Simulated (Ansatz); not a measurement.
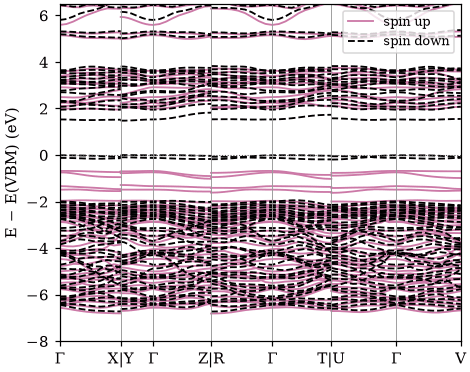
Fig. 1. Band structure from the program Ansatz at the r²SCAN level (PAW)

The gap is 1.48 eV; an edge lies off the plotted path or next to a special point (maximum off the standard path, minimum at Y).

The material is CoLi$_{3}$Nb$_{3}$O$_{12}$Ti in space group P1 (No. 1; Pearson symbol aP20).

The start of the workflow was typed in or built on a structure type; neither database checked (COD, Materials Project) lists it. Its standing as an ambient phase is unchecked. Symmetry was held in the r²SCAN relaxation; whether a distortion lowers the energy is not shown. Spin order of the final state: ferromagnetic, the only order run, not a proven ground state. Other orbital occupations within this spin state were not tried. No Hubbard U is applied. Scalar-relativistic: spin–orbit coupling is off unless named, which matters more the heavier the elements.

Potentials: the later of the program's two PAW sets.
